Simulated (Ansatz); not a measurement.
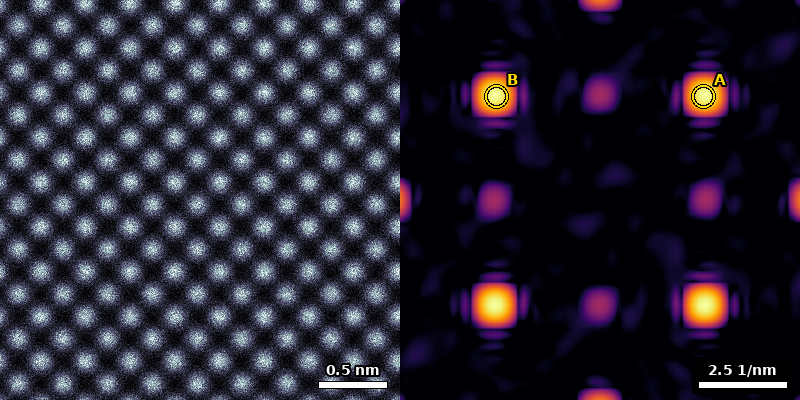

Z-contrast image of SnGe$_{2}$ (Fm-3m, No. 225) along [001]. Simulated incoherent Z contrast: every atom adds Z^1.7 spread by a probe of 1.30 Å full width; channelling and multiple scattering are left out. Shot noise was added. Atomic positions: coordinates from a relaxation (final pressure about 2 GPa) with DFT PBE, scalar-relativistic, plane waves, PAW in Ansatz; the starting structure was generated, so it need not be a known form of this composition.

The right panel is the modulus of the image's Fourier transform on a logarithmic scale.

a = 6.708 Å, b = 6.708 Å, c = 6.708 Å, α = 90.00°, β = 90.00°, γ = 90.00°

### Index the marked spots and give their plane spacings (the zone axis points at the viewer; indices equivalent by symmetry, or all signs reversed, are as good).

A: (-2 -2 0), d = 2.37 Å; B: (2 -2 0), d = 2.37 Å. A and B enclose 90°, and every spot obeys the zone law hu + kv + lw = 0 for [001].
